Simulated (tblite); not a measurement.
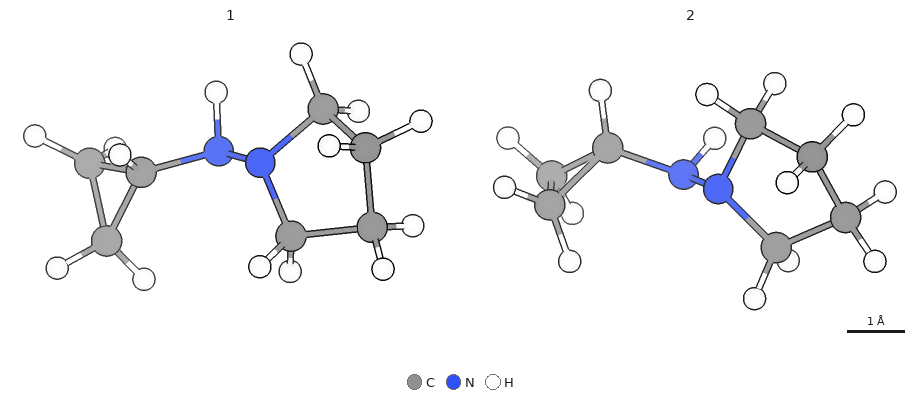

Two geometries of C7H14N2, drawn at one scale. One is the start of a relaxation, the other its converged end. Style: ball-and-stick. Shown at a tilt.

Method: GFN2-xTB geometry optimisation, gas phase in tblite. 

### Which geometry has the lower energy?

Structure 2 is the relaxed one. An H atom moves most after the best rigid fit: 1.70 Å. Largest moves by element: H 1.70 Å, C 1.00 Å, N 0.48 Å. Among the contacts that change: C–H 1.126 → 1.079 Å, C–N 1.420 → 1.466 Å, H–N 1.060 → 1.028 Å, C–H 1.107 → 1.078 Å. Among the angles between lasting bonds that change: H–C–H 116.6° → 108.4°, H–C–H 115.9° → 108.4°, C–C–H 111.1° → 118.3°. Groups turn about N–N by about 70°, C–N by about 30°. The energy falls by 17.9 kcal/mol in 165 geometry steps.
